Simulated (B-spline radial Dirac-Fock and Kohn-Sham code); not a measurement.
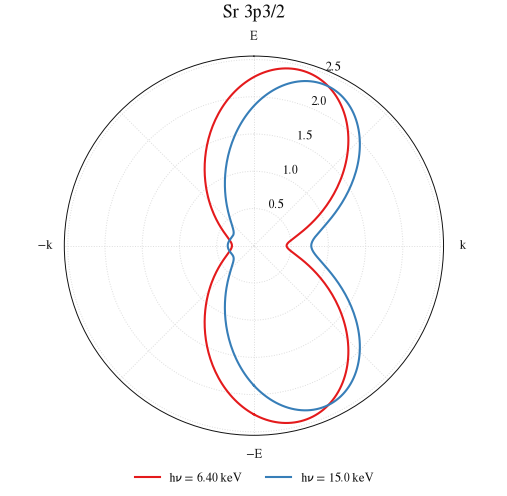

Angular distribution of photoelectrons from M3 (3p3/2) in the plane of the polarisation E (up) and the photon direction k (right), relative to an isotropic one. System: neutral strontium. Level of theory: a Dirac–Hartree–Slater potential; 1 + βP₂(cos θ) + (δ + γ cos²θ) sin θ cos φ with E1 and E1–E2 terms; calculated with a B-spline radial atomic code.

Q: Is the pattern at 15.0 keV symmetric between forward and backward?

A: No: 45° forward of E it is 4.7 times the value 45° backward, from the non-dipole terms.

Q: What are β, γ and δ at 15.0 keV?

A: β = 0.878, γ = 1.818, δ = 0.209.
